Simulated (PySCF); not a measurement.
# Excited-state calculation of C$_{4}$H$_{5}$F$_{3}$Ge (charge +4)

C$_{4}$H$_{5}$F$_{3}$Ge, charge +4, computed with TDA KT2/pcseg-1, vertical, gas phase, core orbitals frozen in the response (PySCF 2.14.0).

Some settings of this run were made unusual or wrong on purpose. The geometry comes from this level: GFN2-xTB.

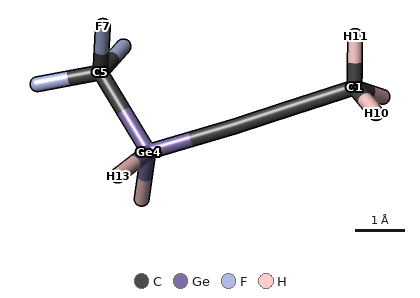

Figure 1. The structure as given in the input (stick view, seen at a tilt; atoms are numbered from 1 in the order of the input). Sticks mark near contacts.

The input
```
{"job": {"kind": "uv", "xc": "KT2", "basis": "pcseg-1", "nstates": 1, "ntriplets": 2, "tda": true, "scf": {"max_cycle": 67}}, "charge": 4, "multiplicity": 1}
C      2.532849     1.224602     1.168342
C      1.514013     0.428348     0.531264
C      0.664589    -0.244497    -0.001050
Ge    -0.700108    -1.249201    -0.817214
C     -2.421362    -0.317091    -0.384881
F     -3.487394    -0.945747    -0.915897
F     -2.648143    -0.239559     0.939257
F     -2.454186     0.944668    -0.851558
H      2.966202     1.916968     0.447650
H      3.317904     0.578510     1.559265
H      2.095994     1.791400     1.989559
H     -0.579374    -1.257406    -2.308073
H     -0.805374    -2.630510    -0.252984
```

The first line tells a small driver script what to run in PySCF; the rest is the geometry in Å.

Hardware: 1 CPU thread, shared host.

Launched with:
```bash
OMP_NUM_THREADS=1 python <driver script> task.json out
```

The program's output
```
final grid: 119544 points
cycle   1  E = -2543.4832998339  dE =  3.498e+00  |g| = 1.346e+00  |ddm| = 4.131e+00
cycle   2  E = -2534.0824463377  dE =  9.401e+00  |g| = 6.032e+00  |ddm| = 7.106e+00
cycle   3  E = -2542.3211814644  dE = -8.239e+00  |g| = 1.988e+00  |ddm| = 6.039e+00
cycle   4  E = -2541.4051529139  dE =  9.160e-01  |g| = 2.585e+00  |ddm| = 3.152e+00
cycle   5  E = -2543.2127769407  dE = -1.808e+00  |g| = 1.252e+00  |ddm| = 2.511e+00
cycle   6  E = -2543.4300293231  dE = -2.173e-01  |g| = 1.107e+00  |ddm| = 2.457e+00
cycle   7  E = -2542.9624100294  dE =  4.676e-01  |g| = 1.986e+00  |ddm| = 2.363e+00
cycle   8  E = -2543.9728106191  dE = -1.010e+00  |g| = 3.914e-01  |ddm| = 1.670e+00
cycle   9  E = -2544.0098392560  dE = -3.703e-02  |g| = 2.208e-01  |ddm| = 6.283e-01
cycle  10  E = -2544.0197249513  dE = -9.886e-03  |g| = 1.578e-01  |ddm| = 3.084e-01
cycle  11  E = -2544.0223670142  dE = -2.642e-03  |g| = 9.646e-02  |ddm| = 2.535e-01
cycle  12  E = -2544.0224580171  dE = -9.100e-05  |g| = 9.155e-02  |ddm| = 4.831e-02
cycle  13  E = -2544.0194633028  dE =  2.995e-03  |g| = 1.237e-01  |ddm| = 4.764e-02
cycle  14  E = -2544.0242822455  dE = -4.819e-03  |g| = 7.317e-02  |ddm| = 1.018e-01
cycle  15  E = -2544.0243094983  dE = -2.725e-05  |g| = 6.500e-02  |ddm| = 1.528e-01
cycle  16  E = -2544.0261360859  dE = -1.827e-03  |g| = 7.356e-03  |ddm| = 8.298e-02
cycle  17  E = -2544.0261472469  dE = -1.116e-05  |g| = 5.254e-03  |ddm| = 1.230e-02
cycle  18  E = -2544.0261416360  dE =  5.611e-06  |g| = 5.830e-03  |ddm| = 1.193e-02
cycle  19  E = -2544.0261555585  dE = -1.392e-05  |g| = 2.286e-03  |ddm| = 7.768e-03
cycle  20  E = -2544.0261575450  dE = -1.986e-06  |g| = 4.050e-04  |ddm| = 3.175e-03
cycle  21  E = -2544.0261572720  dE =  2.730e-07  |g| = 1.081e-03  |ddm| = 1.589e-03
cycle  22  E = -2544.0261574404  dE = -1.684e-07  |g| = 6.955e-04  |ddm| = 1.758e-03
cycle  23  E = -2544.0261575582  dE = -1.178e-07  |g| = 4.204e-04  |ddm| = 1.100e-03
cycle  24  E = -2544.0261576021  dE = -4.387e-08  |g| = 2.623e-05  |ddm| = 5.189e-04
cycle  25  E = -2544.0261576008  dE =  1.269e-09  |g| = 5.977e-05  |ddm| = 1.044e-04
cycle  26  E = -2544.0261576024  dE = -1.592e-09  |g| = 5.295e-06  |ddm| = 7.034e-05
cycle  27  E = -2544.0261576024  dE = -1.592e-11  |g| = 3.259e-06  |ddm| = 8.868e-06
converged SCF energy = -2544.0261576024

Static polarisability (au): isotropic 110.885, principal 50.721 71.681 210.254

Singlet excitations
state   eV       nm        f      main configurations
  1   0.2156   5750.7   0.00003   H->L 0.99

Triplet excitations (Tamm-Dancoff, eV): 0.0864 0.1704
```

What the run reported

| quantity | value |
| --- | --- |
| outcome | converged |
| total energy | −2544.026158 hartree |
| HOMO | −29.84 eV |
| LUMO | −29.65 eV |
| mean polarisability | 110.89 a.u. |
| lowest singlet excitation | 0.22 eV |
| wall time | 37 s |
| peak memory | 0.63 GiB |

What went wrong

Some settings of this run were drawn to be unusual or wrong. It converged; results that depend on the unusual settings are not reference values. Spin–orbit coupling is left out, which matters for the heavy atoms.
